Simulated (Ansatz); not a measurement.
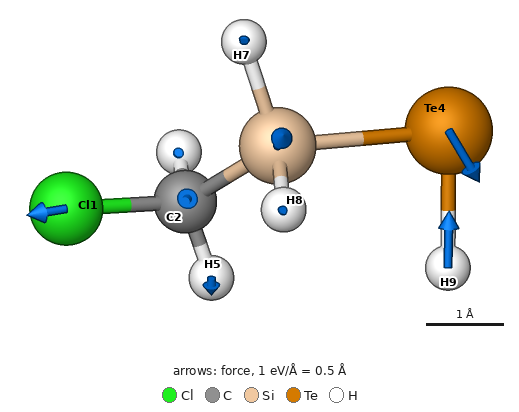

Starting geometry of CH5ClSiTe (coarse preliminary run) with the computed forces as blue arrows. The picture is a ball-and-stick view, seen from a free direction.

The start comes from a force field.

Computed with RKS PBE-D4/def2-SVP in Ansatz.

Input
```yaml
crystal:
  periodic: [false, false, false]
  atoms:
    - {symbol: Cl, position_ang: [-0.075000, 2.550500, -0.286300]}
    - {symbol: C, position_ang: [-0.645400, 0.892100, -0.319000]}
    - {symbol: Si, position_ang: [0.800300, -0.207200, -0.031800]}
    - {symbol: Te, position_ang: [0.171700, -2.571800, -0.045600]}
    - {symbol: H, position_ang: [-1.393400, 0.721000, 0.460800]}
    - {symbol: H, position_ang: [-1.087500, 0.671100, -1.306600]}
    - {symbol: H, position_ang: [1.859200, 0.009400, -1.070900]}
    - {symbol: H, position_ang: [1.461700, 0.124500, 1.284500]}
    - {symbol: H, position_ang: [-1.003200, -2.235900, 1.297800]}
basis:
  gaussian: {orbitals: def2-SVP}
hamiltonian: {xc: pbe, dispersion: d4}
relax: {f_tol: 0.03, max_steps: 200}
```

Run as
```bash
ansatz run in.yaml --threads 4 --pin off --events-out ev --progress --plain --max-ram 10444MiB
```

**What follows when this structure is relaxed?**

It isn't relaxed: the largest force vector, on Te4, is 1.74 eV/Å. The final displacements follow the starting forces only in part (cosine between the two patterns 0.45). H9 moves most after the best rigid fit: 0.27 Å. By element the largest moves are H 0.27 Å, Te 0.11 Å, Cl 0.11 Å, C 0.05 Å, Si 0.05 Å. Near-neighbour distances that change, for instance: Te4–H9 1.816 → 1.684 Å, Si3–Te4 2.447 → 2.528 Å, C2–Si3 1.839 → 1.902 Å, Cl1–C2 1.754 → 1.811 Å. Among the angles between lasting bonds that change: H7–Si3–H8 105.3° → 110.6°, Te4–Si3–H7 108.5° → 105.4°, Cl1–C2–H5 110.9° → 108.2°. The energy falls by 0.257 eV in 6 geometry steps. The largest force component goes from 1.5 to 0.028 eV/Å. The run took 9 s on 4 threads of Arm Neoverse V1 (shared host).
